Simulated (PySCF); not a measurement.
**One shape, several levels: Si2H4OF− (SMILES F[SiH-]O[SiH3])**

Aim: a comparison of 6 runs (HF/STO-3G, HF/3-21G, HF/def2-SVP, PBE/6-31G*, M06-2X/def2-SVPD, B3LYP/6-311+G**) of Si2H4OF−. Input form: a Python script.

The calculation is run with PySCF 2.14.0.

**1. The molecule**

The species is Si2H4OF− (8 atoms), meant as a singlet with charge -1. SMILES: `F[SiH-]O[SiH3]`. The coordinates come from a GFN2-xTB relaxation. This is one conformer, not always the lowest.

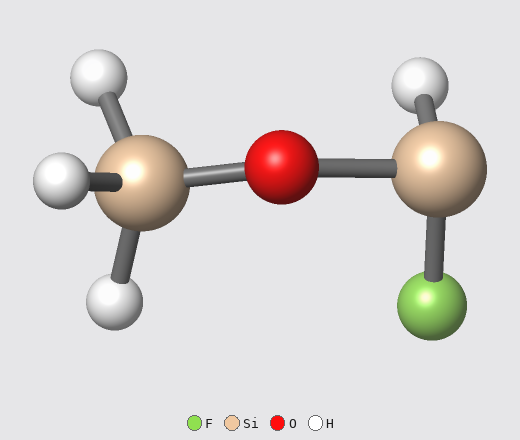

Viewed from a chosen angle; fluorine green, silicon light orange, oxygen red, hydrogen white.

**2. Energy and forces at HF/STO-3G (run 1)**

The input, job.py:

```python
import pyscf.grad
from pyscf import gto, scf

mol = gto.M(
    atom=[
    ('F', (-1.018230, 0.521840, -2.136340)),
    ('Si', (0.595730, 0.854300, -1.725490)),
    ('O', (0.754510, -0.246050, -0.368250)),
    ('Si', (0.018860, -0.675320, 0.942620)),
    ('H', (0.236640, 2.098170, -0.949940)),
    ('H', (0.009920, 0.378790, 1.986170)),
    ('H', (0.785160, -1.826240, 1.478670)),
    ('H', (-1.382580, -1.105490, 0.772550)),
],
    basis='sto-3g',
    verbose=4,
    charge=-1,
    max_memory=1860,
    spin=0,
)

calc0 = scf.RHF(mol)
calc0.conv_tol = 1e-10
calc0.kernel()
if not calc0.converged:
    calc0 = calc0.newton().run(calc0.mo_coeff, calc0.mo_occ)

energy = calc0.e_tot
print('E(%s) = %.9f' % ('HF', energy))
grad = calc0.Gradients().kernel()
dip = calc0.dip_moment()
pop, q = calc0.mulliken_pop()
```

On the command line:

```sh
$ OMP_NUM_THREADS=1 python job.py
```

What it wrote:

```text
PySCF version 2.14.0

[... 62 lines left out ...]
converged SCF energy = -745.276100102379
[... 13 lines left out ...]
WARN: System has nonzero charge -1; the dipole moment is origin-dependent.
[... 2 lines left out ...]
Dipole moment(X, Y, Z, Debye): -1.00077, -2.33888,  5.34992
[... 41 lines left out ...]
charge of    7H =     -0.23042
```

It took 3.9 s on 1 thread of Intel Xeon at 2.50GHz (Skylake/Cascade Lake), shared host; peak memory 0.12 GiB.

**3. Energy and gradient at HF/3-21G (run 2)**

The input, calc.py:

```python
from pyscf import gto, scf

molecule = gto.M(
    atom='''
F     -1.924176     0.986135    -4.037098
Si     1.125767     1.614393    -3.260704
O      1.425817    -0.464967    -0.695892
Si     0.035640    -1.276170     1.781294
H      0.447185     3.964967    -1.795126
H      0.018746     0.715809     3.753317
H      1.483737    -3.451093     2.794281
H     -2.612698    -2.089073     1.459908
''',
    max_memory=1860,
    verbose=4,
    spin=0,
    charge=-1,
    basis='3-21g',
    unit='bohr',
)

hf = scf.RHF(molecule)
hf.conv_tol = 1e-10
hf.kernel()
if not hf.converged:
    hf = hf.newton().run(hf.mo_coeff, hf.mo_occ)

etot = hf.e_tot
print('E(%s) = %.9f' % ('HF', etot))
grad = hf.nuc_grad_method().kernel()
dip = hf.dip_moment()
pop, q = hf.mulliken_pop()
```

On the command line:

```sh
$ OMP_NUM_THREADS=1 python calc.py
```

What it wrote:

```text
PySCF version 2.14.0

[... 62 lines left out ...]
converged SCF energy = -750.578886114054
[... 13 lines left out ...]
WARN: System has nonzero charge -1; the dipole moment is origin-dependent.
[... 2 lines left out ...]
Dipole moment(X, Y, Z, Debye): -1.44388, -2.36897,  6.75320
[... 61 lines left out ...]
charge of    7H =     -0.29183
```

It took 3.9 s on 1 thread of Intel Xeon at 2.50GHz (Skylake/Cascade Lake), shared host; peak memory 0.12 GiB.

Runs 3 to 5 aren't shown in full; the table further down has their settings and results.

**4. Energy and gradient at B3LYP/6-311+G(d,p) (run 6)**

The input, geometry.xyz:

```xyz
8

F     -1.018230     0.521840    -2.136340
Si     0.595730     0.854300    -1.725490
O      0.754510    -0.246050    -0.368250
Si     0.018860    -0.675320     0.942620
H      0.236640     2.098170    -0.949940
H      0.009920     0.378790     1.986170
H      0.785160    -1.826240     1.478670
H     -1.382580    -1.105490     0.772550
```

The input, job.py:

```python
from pyscf import gto, dft

mol = gto.M(
    atom='geometry.xyz',
    verbose=3,
    charge=-1,
    max_memory=1860,
    basis='6-311+g**',
)

mf = dft.RKS(mol)
mf.xc = 'b3lyp'
mf.conv_tol = 1e-10
mf.grids.level = 5
mf.kernel()
if not mf.converged:
    mf = mf.newton().run(mf.mo_coeff, mf.mo_occ)

etot = mf.e_tot
print('Final energy', etot)
grad = mf.nuc_grad_method().kernel()
mf.analyze()
```

On the command line:

```sh
$ OMP_NUM_THREADS=1 python job.py
```

What it wrote:

```text
converged SCF energy = -756.713955214585
[... 17 lines left out ...]
MO #8   energy= -3.48826319784307  occ= 2
[... 14 lines left out ...]
MO #23  energy= -0.152908118965092 occ= 2
[... 14 lines left out ...]
MO #38  energy= 0.262537406439026  occ= 0
[... 14 lines left out ...]
MO #53  energy= 0.518004249394534  occ= 0
[... 14 lines left out ...]
MO #68  energy= 1.06270353037334   occ= 0
[... 14 lines left out ...]
MO #83  energy= 1.58133150137052   occ= 0
[... 14 lines left out ...]
MO #98  energy= 2.75592179896524   occ= 0
[... 14 lines left out ...]
MO #113 energy= 5.32634218329218   occ= 0
[... 14 lines left out ...]
MO #128 energy= 141.352194760771   occ= 0
[... 10 lines left out ...]
WARN: System has nonzero charge -1; the dipole moment is origin-dependent.
Location of origin: [0. 0. 0.]

Dipole moment(X, Y, Z, Debye): -1.60819, -2.15990,  6.81029
```

It took 86 s on 1 thread of Intel Xeon at 2.50GHz (Skylake/Cascade Lake), shared host; peak memory 1.4 GiB.

**5. Overview of the runs**

```csv
run,level,integration grid,energy (Eh),HOMO energy (eV),LUMO energy (eV),HOMO–LUMO gap (eV),wall time
1,HF/STO-3G,–,-745.276100,2.34,18.79,16.45,3.9 s
2,HF/3-21G,–,-750.578886,-2.07,8.91,10.98,3.9 s
3,HF/def2-SVP,–,-754.281145,-2.19,8.76,10.95,12 s
4,PBE/6-31G* (spherical functions),5,-756.035185,1.39,4.31,2.92,47 s
5,M06-2X/def2-SVPD,5,-756.186547,-1.10,4.26,5.36,2.2 min
6,B3LYP/6-311+G**,5,-756.713955,-0.15,3.06,3.21,86 s
```

**6. What came out**

| quantity | value |
| --- | --- |
| run 6: total energy | -756.71396 Eh |
| run 6: HOMO energy | -0.15 eV |
| run 6: LUMO energy | 3.06 eV |
| run 6: HOMO–LUMO gap (to an unbound level, set by the basis) | 3.21 eV |
| run 6: largest force on an atom | 2.261 eV/Å |

The HOMO–LUMO gap runs from 2.92 eV (PBE/6-31G*) to 16.45 eV (HF/STO-3G). The two ends differ in method and basis. The empty levels of an anion lie above zero and hang on the basis. Totals of different functionals can't be ranked against each other. In runs 1, 4 the HOMO lies above zero, so the outermost electron may be held by the basis alone. In run 1 the basis is minimal, so the values are rough. All runs together took 4.7 min, the longest 2.2 min.
